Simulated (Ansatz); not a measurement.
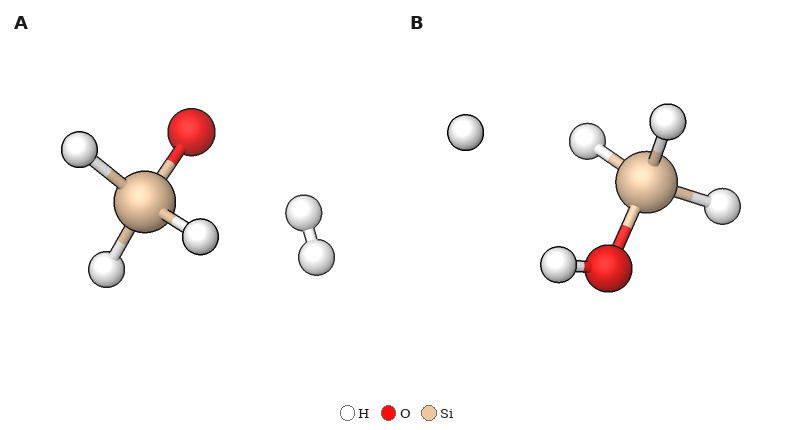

2 stationary structures of one formula. The species is neutral and a spin doublet. Geometries: PBE0-D4/def2-TZVP. Electronic energies: CCSD(T)/CBS (MP2 limit from def2-TZVPP and def2-QZVPP plus CCSD(T) − MP2) (Ansatz 0.2.0), without zero-point energy. No frequency run is at hand to confirm each as a minimum. Each is one conformer, not always the lowest.

Question: Which structure is the most stable?

Answer: B is lowest (Cs); A lies 16.9 kcal/mol above it (Cs, a minimum).

Give E(B) − E(A) in kcal/mol at these levels too: B2PLYP (frozen core)/def2-TZVPP; SPW92 (LDA)/def2-TZVPP; PBE-D4/STO-3G; SPW92 (LDA)/def2-SVP; CAM-B3LYP-D4/def2-TZVPP; BLYP-D4/def2-TZVPP; direct RPA on PBE orbitals (frozen core)/def2-TZVPP; r2SCAN-D4/def2-TZVPP.

```json
{"level": "B2PLYP (frozen core)/def2-TZVPP", "E(B) − E(A) (kcal/mol)": "−14.8"}
{"level": "SPW92 (LDA)/def2-TZVPP", "E(B) − E(A) (kcal/mol)": "−20.5"}
{"level": "PBE-D4/STO-3G", "E(B) − E(A) (kcal/mol)": "+25.1"}
{"level": "SPW92 (LDA)/def2-SVP", "E(B) − E(A) (kcal/mol)": "−20.4"}
{"level": "CAM-B3LYP-D4/def2-TZVPP", "E(B) − E(A) (kcal/mol)": "−13.4"}
{"level": "BLYP-D4/def2-TZVPP", "E(B) − E(A) (kcal/mol)": "−8.5"}
{"level": "direct RPA on PBE orbitals (frozen core)/def2-TZVPP", "E(B) − E(A) (kcal/mol)": "−11.7"}
{"level": "r2SCAN-D4/def2-TZVPP", "E(B) − E(A) (kcal/mol)": "−11.9"}
```
